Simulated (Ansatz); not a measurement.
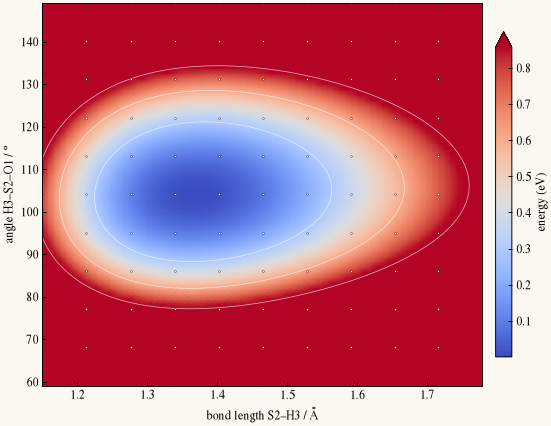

HOS, SMILES [O]S, spin multiplicity 2. The first coordinate is: bond length S2–H3; the second: angle H3–S2–O1. Nothing is relaxed (all other coordinates rigid). Grid: 11 × 11 points. Energies: eV, counted from the relaxed molecule at the same level. Method: Ansatz 0.2.0, UKS wB97M-V/def2-TZVP.

The picture shows a smooth colour map with a few white contour lines, dots at the grid points, one colour for all values above the top of the scale. Between grid points the surface is interpolated.

### Where is the minimum, and how stiff is the well along each coordinate?

The interpolated minimum is at bond length S2–H3 ≈ 1.369 Å, angle H3–S2–O1 ≈ 104°. The curvatures there are about 22 eV/Å² and 7.3 eV/rad², with a cross term of about −0.7 eV/(Å·rad). Round the minimum the two coordinates are weakly coupled (coupling −0.05 in units of the two stiffnesses).
